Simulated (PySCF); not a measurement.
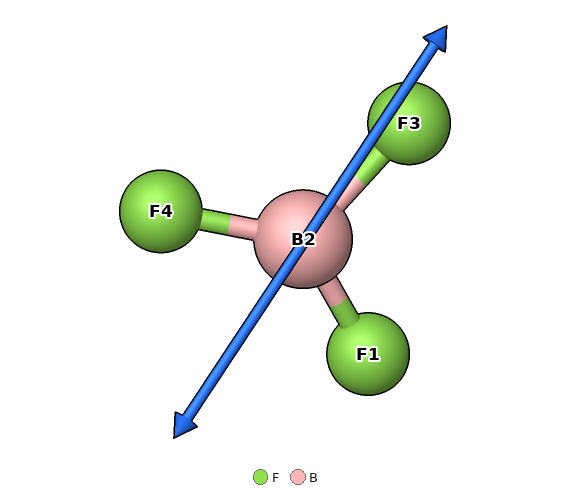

The double arrow shows the direction of the transition dipole to excited singlet state 4 (its length means nothing). Geometry: a frame of a GFN2-xTB molecular-dynamics simulation, not a minimum. Method: TDDFT PBE0/def2-SVPD, vertical, gas phase, core orbitals frozen in the response (PySCF 2.14.0).

### Give its energy, strength and character.

11.17 eV (111 nm), oscillator strength 0.036, mainly HOMO−2 → LUMO (weight 0.79); transition dipole 0.92 D.
